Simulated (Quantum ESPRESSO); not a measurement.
Computed O K edges (Quantum ESPRESSO XSpectra, LDA, excited-electron core hole (neutral cell), supercells with 5.4 to 6.0 Å between holes, Lorentzian half width 0.4 eV up to 4 eV, rising linearly to 1.75 eV at 25 eV (folded afterwards from narrower runs), without spin-orbit coupling) of these absorbers are given in random order:
A. NaTiO2 (R-3m): 3 Ti at 2.07 Å and 3 Na at 2.35 Å (distorted octahedral, site symmetry 3m)
B. Ag2PdO2 (Immm): 2 Pd at 2.03 Å and 2 Ag at 2.28 Å (4-fold, site symmetry mm2)
C. PbO2 (Fm-3m): 4 Pb at 2.34 Å (tetrahedral, site symmetry -43m)

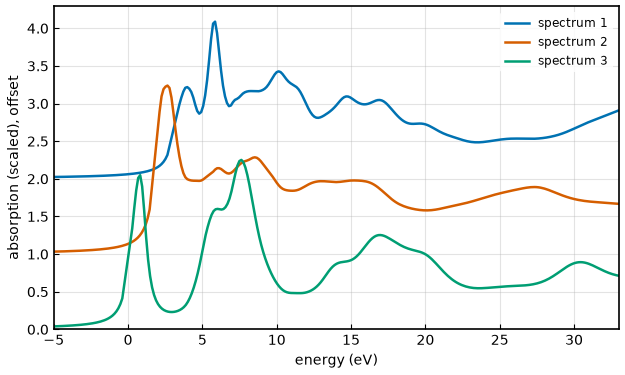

Energy from 523.0 eV of photon energy (total-energy differences, less 8.8 eV, the free-atom term for the hole's spin); mean of 1 over the first 20 eV. In the free atom LDA prices this hole about 4 eV below PBE, which is itself good to a few eV.

Which spectrum belongs to which crystal?

Spectrum 1 is A (rising edge 526.1 eV, maxima 0.9 eV (1.22), 2.8 eV (2.09) and 7.1 eV (1.43) above its zero). Spectrum 2 is B (rising edge 524.6 eV, maxima 0.8 eV (2.24) and 6.7 eV (1.29) above its zero). Spectrum 3 is C (rising edge 522.9 eV, maxima 0.8 eV (2.05) and 7.6 eV (2.25) above its zero). After the best relative shift (up to 4 eV allowed) the most alike pair, Ag2PdO2 (Immm) and NaTiO2 (R-3m), differs by 27 % r.m.s., the least alike, PbO2 (Fm-3m) and NaTiO2 (R-3m), by 51 %. Between 0 and 20 eV on the axis shown, these two part most near 0.8 eV, where PbO2 (Fm-3m) is higher by 2.0. The rising edges span 3.2 eV, lowest for PbO2 (Fm-3m).

 Lifetime broadening is put in by hand, and intensities beyond about 20 eV depend on it. An odd electron count makes a spin-paired run metallic (right for a metal, not for a magnetic or distorted insulator) in NaTiO2 (R-3m). No gap over 0.35 eV is found on the unit cell's mesh (right for a metal, a fault of the functional for a small-gap or correlated insulator) in NaTiO2 (R-3m), Ag2PdO2 (Immm) and PbO2 (Fm-3m). All cells keep the holes under 6.5 Å apart, so shapes are probably not fully converged. The structures are entries of the Crystallography Open Database and the Materials Project (computed), used as given.

[Hosts, paths, dates, database ids (printed as entryN), source tags and the programs' standing remarks are cut or masked in the printed files.]
